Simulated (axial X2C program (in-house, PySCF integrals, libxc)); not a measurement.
# A two-component session on GaN⁺: properties at the nuclei

Wanted for GaN⁺: properties at the nuclei, at the two-component level.

Computed with an in-house X2C program for linear molecules on PySCF integrals. Level: two-component X2C with atomic mean-field terms, Ga dyall-cv3z, N dyall-av3z.

All values are calculated.

## 1. The job

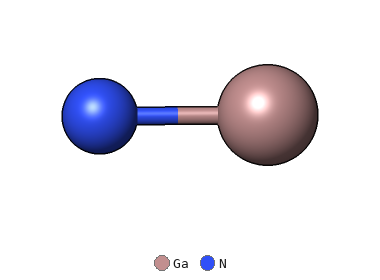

The two atoms at 1.770 Å (gallium pink, nitrogen blue).

Input file task.json:

```json
{"zs": [31, 7], "q": 1, "bas": ["dyall-cv3z", "dyall-av3z"], "r0": 1.77, "levels": ["PBE0", "HF", "r2SCAN", "PBE", "PBE50"], "nst": 3}
```

Keys: zs atomic numbers; q charge; bas basis sets; r0 starting distance in Å; levels methods (HF also brings MP2); nst determinants followed.

On the command line:

```bash
> python soeom.py task.json out
```

Further steps of the session: Expectation values, lowest determinant; Expectation values, a higher determinant; Expectation values, a higher determinant.

Q: Predict the outcome of this session. Wanted: lowest determinant; Eeff magnitude; Ws magnitude Ga; A∥/gI Ga; qzz Ga; higher determinant (for each run or level that gives them).

As calculated:

| quantity | value |
| --- | --- |
| lowest determinant | Ω = 3/2 (excess of +ω over −ω: ω = 3/2) |
| Eeff magnitude (GV/cm), PBE0 | 0.898 |
| Ws magnitude Ga (kHz), PBE0 | 0.259 |
| A∥/gI Ga (MHz), PBE0 | 96.1 |
| qzz Ga (a.u.), PBE0 | -0.36 |
| higher determinant | Ω = 1/2 (excess of +ω over −ω: 2 × ω = -1/2, ω = 3/2) |
| Eeff magnitude (GV/cm), PBE0, higher determinant | 1.28 |
| Ws magnitude Ga (kHz), PBE0, higher determinant | 1.11 |
| A∥/gI Ga (MHz), PBE0, higher determinant | -512 |
| qzz Ga (a.u.), PBE0, higher determinant | -0.49 |
| higher determinant | Ω = 1/2 (excess of +ω over −ω: ω = 1/2) |
| Eeff magnitude (GV/cm), PBE0, higher determinant | 1.1 |
| Ws magnitude Ga (kHz), PBE0, higher determinant | 0.948 |
| A∥/gI Ga (MHz), PBE0, higher determinant | 426 |
| qzz Ga (a.u.), PBE0, higher determinant | -0.36 |

In words: In the first state, the effective field runs from 0.849 to 1.07 GV/cm over the mean-field levels. The expectation values come from single determinants, which for open shells can mix terms of unlike spin or miss the lowest Ω, so a determinant need not be a state. Eeff is the effective electric field on the electron dipole moment in this Ω state and Ws the scalar–pseudoscalar constant (defined with the proton number Z and per Ω); A∥ is the parallel hyperfine constant, which follows by multiplying with the nuclear g factor gI = μI/(I μN); qzz is the electric field gradient, eQq0 = 234.96 MHz × Q/barn × qzz. The operators were transformed with the bare-nucleus X2C matrices.
